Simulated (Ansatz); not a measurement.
# CH₄AlFS: taking an electron away

Aim: the vertical ionisation energy of CH₄AlFS, as cation minus neutral at the neutral's geometry, on several levels, and how well −ε(HOMO) stands in for it.

Computed with Ansatz 0.2.0, Gaussian basis. Level: unrestricted cation, the program's frozen cores in correlated methods.

Plan: UKS PBE-D4/def2-TZVPP; UKS r2SCAN-D4/def2-TZVPP; UKS PBE0-D4/def2-TZVPP; UKS B3LYP-D4/def2-TZVPP; UKS wB97X-V/def2-TZVPP; UKS wB97M-V/def2-TZVPP; UKS B2PLYP/def2-TZVPP; UHF-CCSD(T)/def2-TZVPP; UHF-CCSD(T)/def2-QZVPP; extrapolation to the limit; then −ε(HOMO) from the neutral's earlier runs with LDA (SPW92), PBE-D4, revPBE-D4, BLYP-D4, r2SCAN-D4, B97M-V, PBE0-D4, B3LYP-D4, r2SCANh-D4, r2SCAN0-D4, HSE06-D4, BHLYP-D4, CAM-B3LYP-D4, LC-ωPBE, ωB97X-V, ωB97M-V.

## Step 1: Structure used throughout

The geometry comes from an earlier relaxation with PBE0-D4 in a triple-zeta def2 set; it is a stationary point, not always the lowest conformer.

SMILES `C[S][AlH][F]`, 8 atoms, charge 0, spin multiplicity 1.

Atoms are counted from 1 here; the program's logs count them from 0.

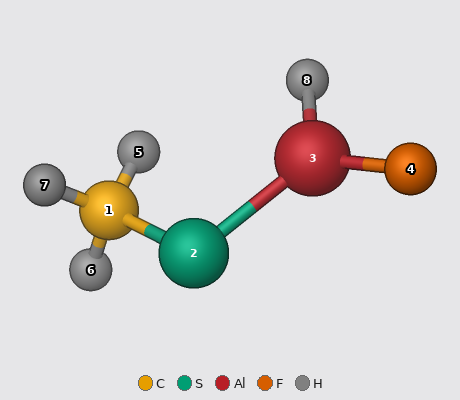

The structure; carbon amber, sulfur teal, aluminium red, fluorine orange, hydrogen grey; atoms are numbered from 1 in the order of the file.

## Step 2: Cation, UKS PBE-D4/def2-TZVPP

Contents of in.yaml:

```yaml
crystal:
  periodic: [false, false, false]
  atoms:
    - {symbol: C, position_ang: [-0.688456, 1.158512, -0.202888]}
    - {symbol: S, position_ang: [-1.138168, -0.498178, 0.415321]}
    - {symbol: Al, position_ang: [0.785445, -1.464629, 0.261975]}
    - {symbol: F, position_ang: [0.905840, -3.040806, 0.722624]}
    - {symbol: H, position_ang: [0.365838, 1.223393, -0.475160]}
    - {symbol: H, position_ang: [-1.294456, 1.378821, -1.080251]}
    - {symbol: H, position_ang: [-0.898406, 1.889898, 0.575899]}
    - {symbol: H, position_ang: [2.054563, -0.704010, -0.273319]}
basis:
  gaussian: {orbitals: def2-TZVPP}
total_charge: 1
magnetization: {spin_polarized: true, initial_magnetization: 1}
hamiltonian: {xc: pbe, dispersion: d4}
```

The run is started by

```sh
$ ansatz run in.yaml --threads 2 --pin off --events-out ev --progress --plain --max-ram 31744MiB --backend cpu
```

The runs that follow: Cation, UKS r2SCAN-D4/def2-TZVPP; Cation, UKS PBE0-D4/def2-TZVPP; Cation, UKS B3LYP-D4/def2-TZVPP; Cation, UKS wB97X-V/def2-TZVPP; Cation, UKS wB97M-V/def2-TZVPP; Cation, UKS B2PLYP (frozen core)/def2-TZVPP; Cation, UHF-CCSD(T)/def2-TZVPP; Cation, UHF-CCSD(T)/def2-QZVPP.

Q: Predict the results of all the runs planned. Wanted: ionisation energy, CCSD(T)/CBS; nearest functional by difference; nearest −ε(HOMO); −ε(HOMO) of PBE; T1 of the cation.

**Answer**, as computed:

```
                        quantity               value
  ionisation energy, CCSD(T)/CBS             9.83 eV
nearest functional by difference  ωB97X-V (-0.15 eV)
                nearest −ε(HOMO)  ωB97X-V (-0.10 eV)
                 −ε(HOMO) of PBE             6.24 eV
                T1 of the cation               0.015
```

In words: By cation minus neutral, the functionals miss by 0.27 eV at most. The PBE orbital energy is 3.6 eV too small: a semilocal HOMO is no ionisation energy. Among orbital estimates ωB97X-V comes nearest. Hartree-Fock falls 1.23 eV short, as the neutral has more correlation energy than the cation. The cation may have settled in a state other than its lowest; no search over hole states beyond the program's own was made.
